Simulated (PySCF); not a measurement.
## Electronic structure of InO (charge +1, triplet) in real space

```xyz
2

In    0.0000    0.0000   -0.3634
O     0.0000    0.0000    2.6106
```

Core potentials replace the inner electrons of In.

Method: PBE0/def2-TZVPPD, non-relativistic Hamiltonian with scalar-relativistic core potentials where named, at a bond length of 2.974 Å (PySCF 2.14.0).

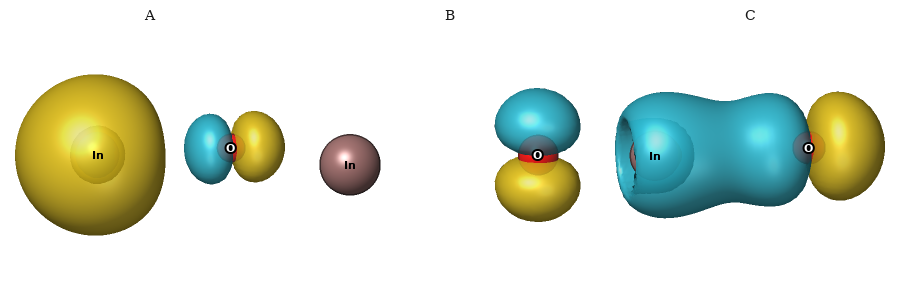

Figure 1. Three frontier α-spin orbitals, each drawn at the value that holds 80 % of its norm (yellow and cyan are the two phases), in no order; of a degenerate pair one member is drawn.

Question: Label each orbital by symmetry, say whether it is occupied, and order them by energy.

Answer: Orbital B: π, occupied in this spin, −18.41 eV; almost wholly on O.
Orbital C: σ, occupied in this spin, −16.69 eV; mainly on O (75 %).
Orbital A: σ, occupied in this spin, −15.08 eV; mainly on In (80 %).

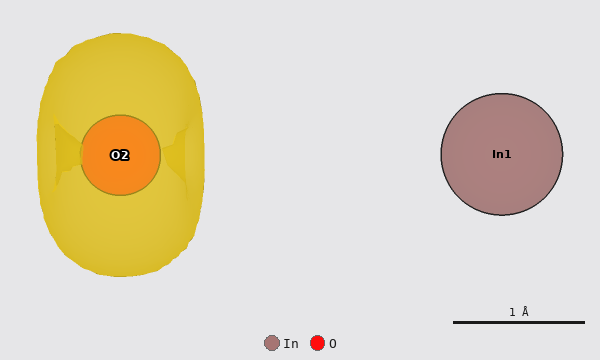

Figure 2. Isosurface of the spin density at +0.15 e/Å³ (yellow), seen from one side.

Question: Which atoms carry the spin?

Answer: The unpaired spin (2 electrons) lies mostly on O2 (about 2.0), in electrons by Hirshfeld's partition.

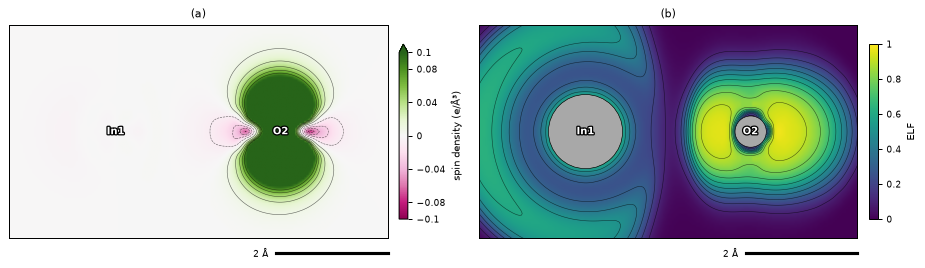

Figure 3. (a) spin density (α minus β); (b) electron localisation function on a plane that holds the molecular axis. Grey discs cover the atomic cores in the ELF map.

Question: Describe what can be read from this map.

Answer: Atoms in the plane: In and O. In–O (2.97 Å): the ELF is about 0.10 at the midpoint.
